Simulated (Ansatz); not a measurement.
**CHClFNSi (SMILES FC1=N[SiH]1Cl): PBE0/6-31G(d) (spherical functions)**

What is the vertical singlet–triplet gap of CHClFNSi at PBE0/6-31G* (spherical functions)? 

Program for the calculation: Ansatz 0.2.0.

153 further runs of the same task are left out: 153 set aside as unsound or not needed. Runs told in other sessions of the task aren't counted.

**1. The system as given**

The species is CHClFNSi (6 atoms), meant as a singlet with charge 0. SMILES: `FC1=N[SiH]1Cl`. The shape is that of a PBE0-D4/def2-TZVP optimisation.

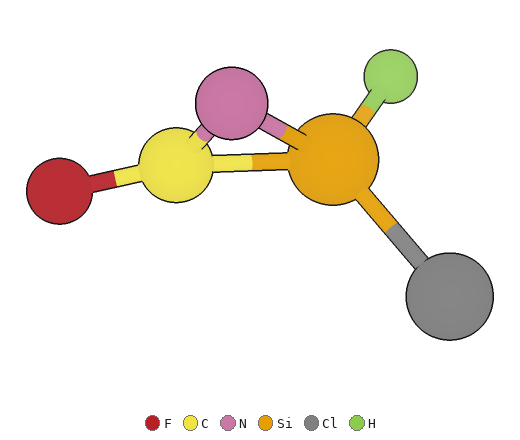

The structure, seen from a chosen angle (fluorine red, carbon yellow, nitrogen pink, silicon amber, chlorine grey, hydrogen green).

**2. The energy at PBE0/6-31G(d) (spherical functions)**

job.yaml

```yaml
crystal:
  periodic: [false, false, false]
  atoms:
    - {symbol: F, position_ang: [0.158300, -2.281300, -0.638700]}
    - {symbol: C, position_ang: [0.216600, -1.043700, -0.212100]}
    - {symbol: N, position_ang: [1.240300, -0.391700, 0.161000]}
    - {symbol: Si, position_ang: [-0.233900, 0.593200, 0.234800]}
    - {symbol: Cl, position_ang: [-0.525700, 2.070200, -1.116500]}
    - {symbol: H, position_ang: [-0.813600, 0.989400, 1.525400]}
basis:
  gaussian: {orbitals: 6-31G_st_-spherical.json}
total_charge: 0
hamiltonian: {xc: {name: PBE0}}
accuracy: high
output: {orbitals: {seedname: orbitals}}
```

The basis set 6-31G* is read from a file made from the Basis Set Exchange's data (not shown).

Command:

```sh
$ ansatz run job.yaml --threads 1 --pin off --max-ram 3480MiB --events-out events.jsonl --progress --plain --runs-dir runs
```

What it wrote:

```text
Warning: RAYON_NUM_THREADS=1 ignored (pool sized by the plan → 1); use --threads N
Functional definition: PBE0
  name "PBE0"
  parameter a = 0.25
  parameter kappa = 0.804
  parameter beta = 0.06672455060314922
  exchange = (1 - a)*pbe_x(kappa = kappa, mu = beta*pi^2/3) + a*exact_x
  correlation = pbe_c(beta = beta)
1730 factors; integrals over basis functions are off by at most 8.7e-9 eV
mean field evaluation 1: about -25641.0296 eV, gradient 4.6e1 eV
mean field evaluation 2: about -25628.2789 eV, gradient 8.3e1 eV
mean field evaluation 4: about -25645.6262 eV, gradient 4.5e0 eV
mean field evaluation 8: about -25645.8953 eV, gradient 4.7e-1 eV
mean field evaluation 16: about -25645.8958 eV, gradient 6.3e-5 eV
mean field -25645.89583140 eV, -942.4692883914 hartree, gradient 2.7e-8 eV, S^2 0.000000; 0 other end points of the search recorded, 0 dependent functions left out
reference -25645.89583355 eV, -942.4692884703 hartree; 27, 27 occupied and 53, 53 virtual orbitals, 1730 factors
Total energy: -25645.89583355 eV, -942.4692884703 hartree
```

Wall time 7.5 s (1 thread of Arm Neoverse V1, shared host); peak memory 0.26 GiB.

**3. The triplet, same level**

input.yaml

```yaml
crystal:
  periodic: [false, false, false]
  atoms:
    - symbol: F
      position_ang: [0.158300, -2.281300, -0.638700]
    - symbol: C
      position_ang: [0.216600, -1.043700, -0.212100]
    - symbol: N
      position_ang: [1.240300, -0.391700, 0.161000]
    - symbol: Si
      position_ang: [-0.233900, 0.593200, 0.234800]
    - symbol: Cl
      position_ang: [-0.525700, 2.070200, -1.116500]
    - symbol: H
      position_ang: [-0.813600, 0.989400, 1.525400]
basis:
  gaussian:
    orbitals: 6-31G_st_-spherical.json
total_charge: 0
output: {orbitals: {seedname: orbitals}}
hamiltonian:
  xc: pbe0
accuracy: high
magnetization:
  spin_polarized: true
  initial_magnetization: 2
```

The basis set 6-31G* is read from a file made from the Basis Set Exchange's data (not shown).

Command:

```sh
$ ansatz run input.yaml --threads 1 --pin off --max-ram 3480MiB --events-out events.jsonl --progress --plain --runs-dir runs
```

What it wrote:

```text
Warning: RAYON_NUM_THREADS=1 ignored (pool sized by the plan → 1); use --threads N
Functional definition: PBE0
  name "PBE0"
  parameter a = 0.25
  parameter kappa = 0.804
  parameter beta = 0.06672455060314922
  exchange = (1 - a)*pbe_x(kappa = kappa, mu = beta*pi^2/3) + a*exact_x
  correlation = pbe_c(beta = beta)
1730 factors; integrals over basis functions are off by at most 8.7e-9 eV
mean field evaluation 1: about -25635.6794 eV, gradient 3.4e1 eV
mean field evaluation 2: about -25605.6058 eV, gradient 7.7e1 eV
mean field evaluation 4: about -25641.3271 eV, gradient 4.3e0 eV
mean field evaluation 8: about -25641.6492 eV, gradient 9.0e-1 eV
mean field evaluation 16: about -25641.6554 eV, gradient 1.1e-2 eV
mean field evaluation 32: about -25641.6554 eV, gradient 1.0e-5 eV
mean field -25641.65539843 eV, -942.3134553541 hartree, gradient 9.2e-8 eV, S^2 2.010170; 4 other end points of the search recorded, 0 dependent functions left out
reference -25641.65540064 eV, -942.3134554352 hartree; 28, 26 occupied and 52, 54 virtual orbitals, 1730 factors
Total energy: -25641.65540064 eV, -942.3134554352 hartree
```

Wall time 23 s (1 thread of Arm Neoverse V1, shared host); peak memory 0.38 GiB.

**4. Summary of results**

At PBE0/6-31G* (spherical functions):

| quantity | value |
| --- | --- |
| singlet: total energy | -942.46929 Eh |
| singlet: HOMO energy | -7.60 eV |
| singlet: LUMO energy | -0.63 eV |
| singlet: HOMO–LUMO gap | 6.97 eV |
| triplet: total energy | -942.31346 Eh |
| triplet: HOMO energy (highest over α and β) | -3.24 eV |
| triplet: ⟨S²⟩ | 2.010 |
| vertical energy of the triplet above the singlet | 4.240 eV |

In words: At this shape the triplet lies 4.24 eV (98 kcal/mol) above the singlet.
